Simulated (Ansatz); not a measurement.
Consider As3H12In3.

```xyz
18

As   -0.0040   -2.3099   -0.2260
In   -2.4896   -1.4324    0.4403
As   -2.0002    1.1579   -0.2256
In    2.4833   -1.4408    0.4457
As    2.0052    1.1520   -0.2180
In    0.0038    2.8709    0.4395
H    -0.0063   -3.7942    0.0707
H    -0.0032   -2.4611   -1.7320
H    -3.5840   -2.0622   -0.7325
H    -2.5672   -1.4766    2.1588
H    -2.1377    1.2372   -1.7308
H    -3.2831    1.9014    0.0785
H     3.5779   -2.0732   -0.7254
H     2.5565   -1.4878    2.1645
H     2.1502    1.2329   -1.7225
H     3.2889    1.8911    0.0934
H     0.0004    2.9642    2.1579
H     0.0089    4.1306   -0.7364
```

Geometry: r2SCAN-D4/def2-SVP; core potentials replace the inner electrons of In.

Method: RKS PBE0-D4/def2-TZVP in Ansatz 0.2.0.

Predict the electron density and electron localisation function between the atoms.

Answer. In–As (2.72 Å): ρ at the midpoint is about 0.37 e/Å³; the ELF peaks at about 0.85 between the atoms; localised, covalent bonding.
As–H (1.51 Å): ρ is about 1.2 e/Å³ halfway; the ELF climbs to about 1 towards the hydrogen, as it does in any bond to H.

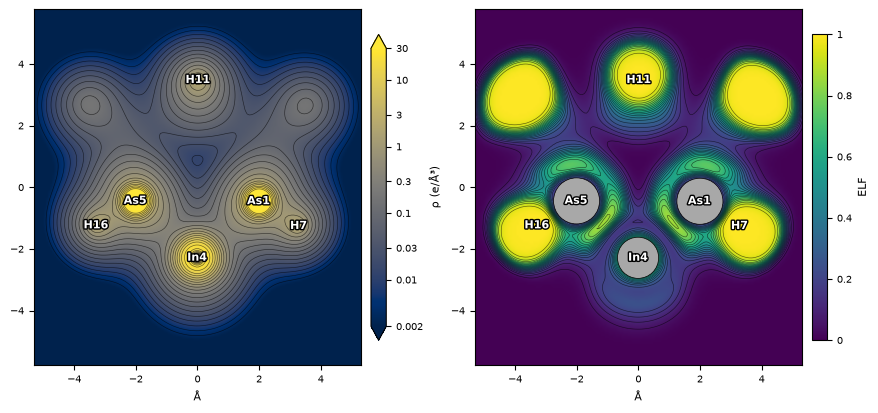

Computed electron density and electron localisation function on the plane of atoms As1, In4 and As5, in this order. Grey discs cover the atomic cores in the ELF map. 
